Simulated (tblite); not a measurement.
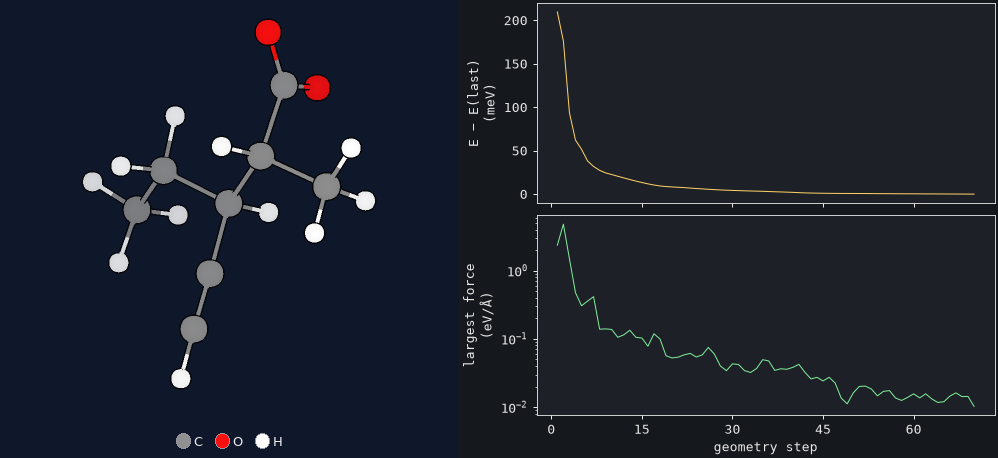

Beside the plot: the molecule at the start.

History of a geometry optimisation. C₈H₁₁O₂ (SMILES C#C[C@@H](CC)[C@@H](C)C(=O)[O-]) (charge −1); GFN2-xTB geometry optimisation, gas phase (tblite 0.8.0).

The optimisation met its thresholds at geometry 70, counting the start as the first. The energy fell by about 210 meV from the first step to the last. The largest force goes from about 2.4 eV/Å at the start to 0.01 eV/Å at the end, with a peak of 4.8 eV/Å at step 2.
